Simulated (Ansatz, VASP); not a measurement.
**InSb: VASP beside Ansatz**

Aim: how closely do two programs agree when they are given the same cell, functional and k mesh?

Main program and level: Ansatz 0.2.0; plane waves, with VASP 6.6.1 beside it; relaxation of cell and atoms at LDA.

## (1) Set-up

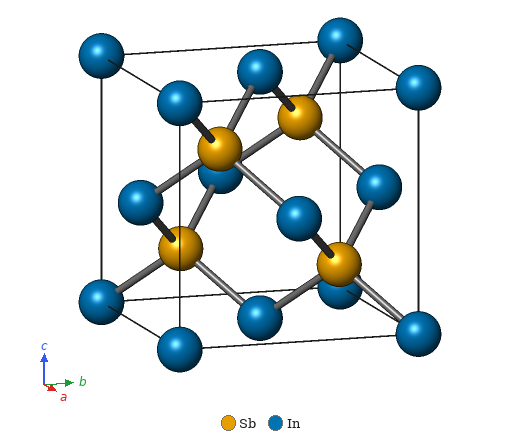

Start, viewed slightly off an axis; antimony orange, indium blue. This picture shows the conventional cell, with its axes. Bonds to atoms that aren't drawn are left out. Some periodic images of atoms are drawn too.

## (2) VASP: relaxation of cell and atoms, LDA

The relaxed volume is the usual yardstick between codes: its relative difference is about their pressure difference at one cell divided by the bulk modulus.

Lines of VASP's logs that name or quote its potential files are left out, and so is its time.

INCAR reads:

```
SYSTEM = InSb
PREC = Accurate
ENCUT = 450
EDIFF = 1E-06
NELM = 100
ISMEAR = 0
SIGMA = 0.03
LREAL = .FALSE.
ALGO = Normal
GGA = CA
NBANDS = 15
LORBIT = 11
LWAVE = .FALSE.
LCHARG = .FALSE.
KPAR = 4
IBRION = 2
NSW = 50
ISIF = 3
EDIFFG = -0.01
```

POSCAR reads:

```
InSb
1.0
    0.0000000000      3.2391000000      3.2391000000
    3.2391000000      0.0000000000      3.2391000000
    3.2391000000      3.2391000000      0.0000000000
Sb In
1 1
Direct
    0.7500000000      0.7500000000      0.7500000000
    0.0000000000      0.0000000000      0.0000000000
```

KPOINTS reads:

```
Automatic mesh
0
Gamma
6 6 6
0 0 0
```

PAW data sets: Sb and In_d (LDA family, release 64).

Started as:

```sh
$ mpirun -np 4 vasp_std
```

Numbers of over 12 decimals in the logs are rounded to 6 here.

The log of the run:

```text
[banner, memory and clock lines left out]
running    4 mpi-ranks, on    1 nodes
 distrk:  each k-point on    1 cores,    4 groups
 distr:  one band on    1 cores,    1 groups

 POSCAR found type information on POSCAR SbIn
 POSCAR found :  2 types and       2 ions
 LDA part: xc-table for (Slater(with rela. corr.)+CA(PZ))
 , standard interpolation
 POSCAR, INCAR and KPOINTS ok, starting setup
 FFT: planning ... GRIDC
 FFT: planning ... GRID_SOFT
 FFT: planning ... GRID
 WAVECAR not read
 entering main loop
       N       E                     dE             d eps       ncg     rms          rms(c)
DAV:   1     0.107136749432E+03    0.10714E+03   -0.73613E+03   488   0.107E+03
DAV:   2    -0.972462457413E+00   -0.10811E+03   -0.10526E+03   508   0.273E+02
DAV:   3    -0.813874683484E+01   -0.71663E+01   -0.71256E+01   634   0.779E+01
DAV:   4    -0.834338795923E+01   -0.20464E+00   -0.20450E+00   611   0.149E+01
DAV:   5    -0.835250545407E+01   -0.91175E-02   -0.91173E-02   706   0.261E+00    0.433E+00
DAV:   6    -0.822430187561E+01    0.12820E+00   -0.16006E-01   703   0.645E+00    0.244E+00
DAV:   7    -0.819317157069E+01    0.31130E-01   -0.70449E-02   659   0.258E+00    0.536E-01
DAV:   8    -0.819143945008E+01    0.17321E-02   -0.73311E-03   667   0.105E+00    0.296E-01
DAV:   9    -0.819153539544E+01   -0.95945E-04   -0.64869E-04   578   0.243E-01    0.782E-02
DAV:  10    -0.819152567409E+01    0.97214E-05   -0.40033E-05   645   0.466E-02    0.347E-02
DAV:  11    -0.819152946409E+01   -0.37900E-05   -0.10109E-05   585   0.449E-02    0.234E-02
DAV:  12    -0.819152923407E+01    0.23002E-06   -0.68784E-07   443   0.111E-02
   1 F= -.81915292E+01 E0= -.81914221E+01  d E =-.819153E+01
 curvature:   0.00 expect dE= 0.000E+00 dE for cont linesearch  0.000E+00
 trial: gam= 0.00000 g(F)=  0.111E-46 g(S)=  0.230E-02 ort = 0.000E+00 (trialstep = 0.100E+01)
 search vector abs. value=  0.230E-02
 bond charge predicted
       N       E                     dE             d eps       ncg     rms          rms(c)
DAV:   1    -0.822042770524E+01   -0.28898E-01   -0.67011E-01   620   0.147E+01    0.106E+00
DAV:   2    -0.819613651607E+01    0.24291E-01   -0.52097E-02   592   0.489E+00    0.365E-01
DAV:   3    -0.819236828331E+01    0.37682E-02   -0.10589E-02   606   0.193E+00    0.219E-01
DAV:   4    -0.819229600536E+01    0.72278E-04   -0.37661E-04   536   0.171E-01    0.152E-01
DAV:   5    -0.819220425083E+01    0.91755E-04   -0.58954E-05   619   0.642E-02    0.644E-02
DAV:   6    -0.819219367583E+01    0.10575E-04   -0.18806E-05   748   0.391E-02    0.105E-02
DAV:   7    -0.819219349160E+01    0.18423E-06   -0.12351E-06   331   0.196E-02
   2 F= -.81921935E+01 E0= -.81920864E+01  d E =-.664258E-03
 trial-energy change:   -0.000664  1 .order   -0.000712   -0.002302    0.000879
 step:   0.7051(harm=  0.7237)  dis= 0.00000  next Energy=    -8.192324 (dE=-0.795E-03)
 bond charge predicted
       N       E                     dE             d eps       ncg     rms          rms(c)
DAV:   1    -0.819478088565E+01   -0.25872E-02   -0.59429E-02   620   0.448E+00    0.308E-01
DAV:   2    -0.819268916861E+01    0.20917E-02   -0.44111E-03   592   0.140E+00    0.109E-01
DAV:   3    -0.819235215119E+01    0.33702E-03   -0.97759E-04   606   0.586E-01    0.624E-02
DAV:   4    -0.819234645741E+01    0.56938E-05   -0.33884E-05   529   0.525E-02    0.439E-02
DAV:   5    -0.819233824110E+01    0.82163E-05   -0.50246E-06   613   0.179E-02    0.193E-02
DAV:   6    -0.819233717983E+01    0.10613E-05   -0.15075E-06   460   0.120E-02    0.259E-03
DAV:   7    -0.819233717959E+01    0.24056E-09   -0.21768E-07   240   0.718E-03
   3 F= -.81923372E+01 E0= -.81922301E+01  d E =-.807946E-03
 curvature:  -0.36 expect dE=-0.127E-06 dE for cont linesearch -0.127E-06
 trial: gam= 0.00000 g(F)=  0.607E-48 g(S)=  0.354E-06 ort =-0.285E-04 (trialstep = 0.941E+00)
 search vector abs. value=  0.354E-06
 reached required accuracy - stopping structural energy minimisation
```

Parts of OUTCAR (step 2):

```text
ion  position               nearest neighbor table
   1  0.750  0.750  0.750-   2 2.81   2 2.81   2 2.81   2 2.81
   2  0.000  0.000  0.000-   1 2.81   1 2.81   1 2.81   1 2.81

  LATTYP: Found a face centered cubic cell.
 ALAT       =     6.4782000000

 Subroutine GETGRP returns: Found 24 space group operations
 (whereof 24 operations were pure point group operations)

The static configuration has the point symmetry T_d .

 Found     16 irreducible k-points:

   k-points           NKPTS =     16   k-points in BZ     NKDIM =     16   number of bands    NBANDS=     15

   dimension x,y,z NGX =    32 NGY =   32 NGZ =   32
   dimension x,y,z NGXF=    64 NGYF=   64 NGZF=   64

   ENCUT  =  450.0 eV  33.07 Ry    5.75 a.u.   7.92  7.92  7.92*2*pi/ulx,y,z

   NELECT =      18.0000    total number of electrons

 k-points in reciprocal lattice and weights: Automatic mesh
   0.00000000  0.00000000  0.00000000       0.005
   0.16666667  0.00000000  0.00000000       0.037
   0.33333333  0.00000000  0.00000000       0.037
   0.50000000  0.00000000  0.00000000       0.019
   0.16666667  0.16666667  0.00000000       0.028
   0.33333333  0.16666667  0.00000000       0.111
   0.50000000  0.16666667  0.00000000       0.111
  -0.33333333  0.16666667  0.00000000       0.111
  -0.16666667  0.16666667  0.00000000       0.056
[...]
-0.33333333  0.33333333  0.16666667       0.111
  -0.33333333  0.50000000  0.16666667       0.056

 average (electrostatic) potential at core
       1 -88.1792       2 -95.7323

 E-fermi :   5.0082

 k-point     1 :       0.0000    0.0000    0.0000
  band No.  band energies     occupation
    ...
      6      -5.8347      2.00000
      7       4.6845      2.00000
      8       4.9991      1.33334
      9       4.9991      1.33334
     10       4.9991      1.33333
     11       7.9019      0.00000
     12       7.9019      0.00000
     13       7.9019      0.00000
     14      10.5393      0.00000
     15      13.2741      0.00000

 k-point     2 :       0.1667    0.0000    0.0000
  band No.  band energies     occupation
    ...
      5      -9.4986      2.00000
      6      -5.5815      2.00000
      7       2.4660      2.00000
      8       4.6541      2.00000
      9       4.6541      2.00000
     10       5.8972      0.00000
     11       8.3623      0.00000
     12       8.3623      0.00000
     13       8.6429      0.00000
     14      11.6777      0.00000
    ...

 k-point     3 :       0.3333    0.0000    0.0000
  band No.  band energies     occupation
    ...
      5      -9.4978      2.00000
      6      -4.9246      2.00000
      7       0.2929      2.00000
      8       4.1633      2.00000
      9       4.1633      2.00000
     10       5.5958      0.00000
     11       8.7663      0.00000
     12       8.7663      0.00000
     13      10.7003      0.00000
     14      11.5781      0.00000
    ...

  Total        0.0022110      0.0022110      0.0022110      0.0000000      0.0000000      0.0000000
  in kB        0.0525959      0.0525959      0.0525959      0.0000000      0.0000000      0.0000000
  external PRESSURE =       0.0525959 kB  Pullay stress =       0.0000000 kB

  energy-cutoff  :      450.00
  volume of cell :       67.35
      direct lattice vectors                 reciprocal lattice vectors
    -0.000000000  3.229273301  3.229273301    -0.154833597  0.154833597  0.154833597
     3.229273301 -0.000000000  3.229273301     0.154833597 -0.154833597  0.154833597
     3.229273301  3.229273301 -0.000000000     0.154833597  0.154833597 -0.154833597

 POSITION                                       TOTAL-FORCE (eV/Angst)
 -----------------------------------------------------------------------------------
      4.84391      4.84391      4.84391        -0.000000     -0.000000     -0.000000
      0.00000      0.00000      0.00000         0.000000      0.000000      0.000000
 -----------------------------------------------------------------------------------
    total drift:                                0.000000      0.000000      0.000000

  FREE ENERGIE OF THE ION-ELECTRON SYSTEM (eV)
  ---------------------------------------------------
  free  energy   TOTEN  =        -8.1923371796 eV

  energy  without entropy=       -8.1921229264  energy(sigma->0) =       -8.19223005

 reached required accuracy - stopping structural energy minimisation

 total charge
# of ion       s       p       d       tot
------------------------------------------
    1        1.144   1.346   0.022   2.511
    2        0.884   0.734   9.863  11.482
--------------------------------------------------
tot          2.028   2.080   9.884  13.993

[... 3 further parts left out ...]
```

## (3) Ansatz: relaxation of cell and atoms, LDA

Ansatz runs on its default PAW (the set named soft_2) files.

The same cell, functional (in two slightly different forms), mesh and smearing now go to Ansatz, which takes its cutoff from its data sets.

input.yaml reads:

```yaml
crystal:
  lattice:
    - [0.0, 3.2391, 3.2391]
    - [3.2391, 0.0, 3.2391]
    - [3.2391, 3.2391, 0.0]
  atoms:
    - { symbol: Sb, position: [0.75, 0.75, 0.75] }
    - { symbol: In, position: [0.0, 0.0, 0.0] }
hamiltonian:
  xc: lda
  pseudopotentials: { kind: paw }
kpoints:
  mp_grid: { grid: [6, 6, 6] }
scf:
  occupations: { method: gaussian, width: 0.03 }
relax:
  f_tol: 0.01
  max_steps: 60
  cell: { stress_tol: 0.05 }
output:
  forces: true
  stress: true
```

Started as:

```sh
$ ansatz run input.yaml --threads 4 --pin off --max-ram 9216MiB --backend cpu --events-out ev --progress --plain --runs-dir out
```

The log of the run:

```text
Engine: ansatz 0.2.0, aarch64-unknown-linux-gnu
Pseudopotentials: kind: paw
Pseudopotential: Sb, paw, valence charge 15, recommended cutoff 420 eV (normal), Sb.paw.azcp
Pseudopotential: In, paw, valence charge 13, recommended cutoff 420 eV (normal), In.paw.azcp
Functional definition: SPW92
  exchange = slater_x
  correlation = pw_c
Crystal: 2 atoms, lattice volume = 67.968 Å³
Basis set: ecut = 420 eV, 1363 PW (Γ)
Bands: 18, of which v1, the nominal top of the filled ones, is band 14 counted from 1 (13 counted from 0)
Symmetry: 24 space group operations
Space group: F-43m (ITA 216), of the structure as read, at distance tolerance 4.1e-5 Å
k-points: 16 of 216 (time reversal used)
Non-local potential: Sb, projectors of the file, l = 0: 2, l = 1: 2, l = 2: 2, l = 3: 2
Non-local potential: In, projectors of the file, l = 0: 2, l = 1: 2, l = 2: 2, l = 3: 2
PAW form: soft (Blöchl's): semilocal exchange-correlation on the pseudo side does not see the compensation charge
PAW frozen core: Sb, regenerated for the run's functional, and the local potential with it (the file was generated under x = pbe(κ = 0.804, μ = 0.219515), c = pbe(β = 0.066725))
PAW frozen core: In, regenerated for the run's functional, and the local potential with it (the file was generated under x = pbe(κ = 0.804, μ = 0.219515), c = pbe(β = 0.066725))
PAW one-centre angular grid: Sb, 590 points (default); XC on 64 Gauss nodes
PAW one-centre angular grid: In, 590 points (default); XC on 64 Gauss nodes
Initial density: superposition of atomic densities (neutral atoms: chi_scale 0, normalization atom), corrected by the library's trained network
Initial wavefunctions: pseudopotential atomic-orbital guess
Functional: x = slater, c = lda
SCF iter   1: F=—  HF=-11793.140571 eV  |F-HF|=—  |Δ(HF+E_count)|=         —  Δρ=6.79e-3  dr2=1.92e-2  ethr=1.77e-3  ⟨swp⟩=6.2  Hψ=1592  notcnv=0
preconditioner: auto → none  [insulator: Δε(μ)=0.370 eV  Ē_g=13.904 eV  σ=0.030 eV  W_gap=0.67  n_scr=14 (ndim 8)  ℏωp=19.1 eV  f_vac=0.112  D(μ)=0.48/eV (n_scr^D=0)  ε∞_Penn≈2.9]
SCF iter   2: F=—  HF=-11793.132745 eV  |F-HF|=—  |Δ(HF+E_count)|=   7.83e-3  Δρ=2.21e-3  dr2=1.31e-3  ethr=6.85e-5  ⟨swp⟩=2.8  Hψ=671  notcnv=0
SCF iter   3: F=—  HF=-11793.132741 eV  |F-HF|=—  |Δ(HF+E_count)|=   4.18e-6  Δρ=6.23e-4  dr2=1.31e-4  ethr=4.69e-6  ⟨swp⟩=2.2  Hψ=401  notcnv=0
SCF iter   4: F=—  HF=-11793.132754 eV  |F-HF|=—  |Δ(HF+E_count)|=   1.32e-5  Δρ=1.55e-4  dr2=2.00e-5  ethr=4.69e-7  ⟨swp⟩=2.1  Hψ=422  notcnv=0
SCF iter   5: F=—  HF=-11793.132749 eV  |F-HF|=—  |Δ(HF+E_count)|=   4.46e-6  Δρ=1.53e-5  dr2=2.07e-7  ethr=7.14e-8  ⟨swp⟩=2.1  Hψ=433  notcnv=0
SCF iter   6: F=-11793.132749 eV  HF=-11793.132749 eV  |F-HF|=4.04e-9  |Δ(HF+E_count)|=   7.06e-9  Δρ=3.83e-6  dr2=6.59e-9  ethr=3.57e-10  ⟨swp⟩=4.9  Hψ=991  notcnv=0
SCF 1 converged in 6 iterations: F = -11793.132749 eV  dr2 = 6.59e-9
  greatest PAW one-centre occupation: 0.998 electrons in one spin orbital (limit 2), on the Sb atom at site 0 (counted from 0), in its partial waves of l = 2
relax step   1: F+E_penalty+E_count = -11793.13274934 eV  Δ(F+E_penalty+E_count) = +0.000e0 eV  max|allowed force component| = 2.220e-16 eV/Å  Δτ_max = 0.0000 Å  P = -0.528 GPa  Ω = 67.968 Å³  (6 SCF iters, dr2 threshold 1.00e-7 eV, accepted)
[...]
relax step   2: F+E_penalty+E_count = -11793.13376938 eV  Δ(F+E_penalty+E_count) = -1.020e-3 eV  max|allowed force component| = 7.055e-17 eV/Å  Δτ_max = 0.0000 Å  P = +0.337 GPa  Ω = 66.703 Å³  energy of the carried Pulay correction = +2.038e-4 eV  (4 SCF iters, dr2 threshold 2.00e-7 eV, accepted)
[...]
relax step   3: F+E_penalty+E_count = -11793.13418688 eV  Δ(F+E_penalty+E_count) = -4.175e-4 eV  max|allowed force component| = 5.898e-17 eV/Å  Δτ_max = 0.0000 Å  P = -0.008 GPa  Ω = 67.190 Å³  energy of the carried Pulay correction = +1.248e-4 eV  (4 SCF iters, dr2 threshold 2.00e-7 eV, accepted)
[...]
relax step   4: F+E_penalty+E_count = -11793.13406166 eV  Δ(F+E_penalty+E_count) = +1.252e-4 eV  max|allowed force component| = 5.089e-17 eV/Å  Δτ_max = 0.0000 Å  P = -0.007 GPa  Ω = 67.190 Å³  stress off target by 6.98e-3 GPa  SCF on the basis re-selected at this cell (its energy is not comparable with the rows above)  (5 SCF iters)
basis re-selected at this cell: Δ(F+E_penalty+E_count) = +1.252e-4 eV, ΔP = +0.001 GPa vs the last step (what re-selecting the basis moved, of the pressure what is left beyond the Pulay correction that the steps carried, after the strain that the cell walked since its last selection, with what the two solves' SCF thresholds leave and, on support functions, any second-order correction that the steps lacked; it is no m [...]
SCF converged after 5 iterations
Free energy (F): -11793.134062 eV
Harris-Foulkes:  -11793.134062 eV  (|F-HF|=1.09e-11)
Internal energy: -11793.133847 eV  (E = F + TS)
E sigma→0 (E₀):  -11793.133955 eV
Entropy (-TS):   -0.000214 eV (-0.107 meV/atom)
Fermi energy:    7.231511 eV
--- Per-component energies (eV) ---
  E_band       = -264.897764
  E_kinetic    = 453.240987
  E_local      = -3194.953285  (includes V_loc(G=0)·N_el)
  E_nonlocal   = 737.171662
  E_hartree    = 1369.572971
  E_xc         = -351.431595
  E_vxc        = -198.514287  (∫ρ·V_xc dr)
  E_paw        = -8443.277554  (= ΣΔE_a)
  E_vpaw       = -800.988794  (= ΣTr[D̂ρ^β])
  E_aug_tail   = 0.000023  (compensation charges beyond the density's cutoff)
  E_ewald      = -2364.300417
  E_core_change = 0.843360  (= ΣΔE_core)
  E_smearing   = -0.000214  (= −TS)
  E_closure    = -0.000000  (closes the sum)
  Σ components = -11793.134062   (vs F -11793.134062, Δ=0.00e0)
--- Forces (eV/Å), atoms counted from 1 ---
  atom   1  Sb     0.00000000    -0.00000000    -0.00000000
  atom   2  In    -0.00000000     0.00000000     0.00000000
  max |Σ_I F_I| component: 4.63e-17 eV/Å
--- Stress (GPa, compression-positive) ---
       -0.006978       0.000000       0.000000
        0.000000      -0.006978       0.000000
        0.000000       0.000000      -0.006978
  P = ⅓ Tr σ = -0.0070 GPa (-0.070 kbar)
--- Relaxed structure (3 steps of the walk, 3 accepted, 1 SCFs on fresh bases) ---
  F+E_penalty+E_count = -11793.13406166 eV   max|allowed force component| = 5.089e-17 eV/Å   (the final SCF, on the basis selected at the relaxed cell)
  cell:  # Å, volume = 67.1905 Å³
    - [0, 3.226704, 3.226704]
    - [3.226704, 0, 3.226704]
    - [3.226704, 3.226704, 0]
  atoms:
    - { symbol: Sb, position: [0.750000, 0.750000, 0.750000] }
    - { symbol: In, position: [0, 0, 0] }
```

The job ended after 1.7 s (4 threads of Arm Neoverse V2, shared host; peak memory 0.35 GiB; 5.5 s of CPU time).

## (4) Differences

Known differences besides the PAW data sets themselves: the two LDA forms differ slightly; both relaxations stop at a tolerance, which leaves soft axes loose, and VASP keeps its plane-wave basis; the data sets hold 28 valence electrons in Ansatz (default PAW (the set named soft_2) files) and 18 in VASP; the cutoff is 420 eV in Ansatz and 450 eV in VASP; Ansatz makes its cores anew for this functional, VASP keeps those of its LDA data sets; Ansatz adds a Pulay correction to the stress that steers its cell, VASP none. Total energies have different zeros and are not compared.

Both answers:

```csv
quantity,Ansatz,VASP,difference
volume (Å³),67.19,67.35,-0.24 %
"edge a after relaxation, in the typed setting (Å)",4.563,4.567,-0.08 %
```

The walks stopped with -0.01 GPa left in Ansatz and 0.01 GPa in VASP; each walk ends within a tolerance, so the volume difference is uncertain by about these residues over the bulk modulus, most in soft cells.

## (5) Summary of results

```json
{
  "difference in volume (relaxation of cell and atoms, LDA)": "-0.24 %"
}
```

The difference in volume is -0.24 % (relaxation of cell and atoms, LDA), within the 1.2 % picked in this series as the mark of a large difference, as far as the stopping tolerances let one tell. Differences of this kind measure data sets and numerical settings, not the functional's error against experiment.

[Lines on the potential files, build, host, timing and source positions are cut from VASP's logs without a mark.]

[Logs are printed without paths, hosts, clocks, repeated set-up lines and the standing remarks that a program may print on its own settings, such as how far it seeks lower states.]

[Hosts, paths, dates, database ids (printed as entryN), source tags and the programs' standing remarks are cut or masked in the printed files.]
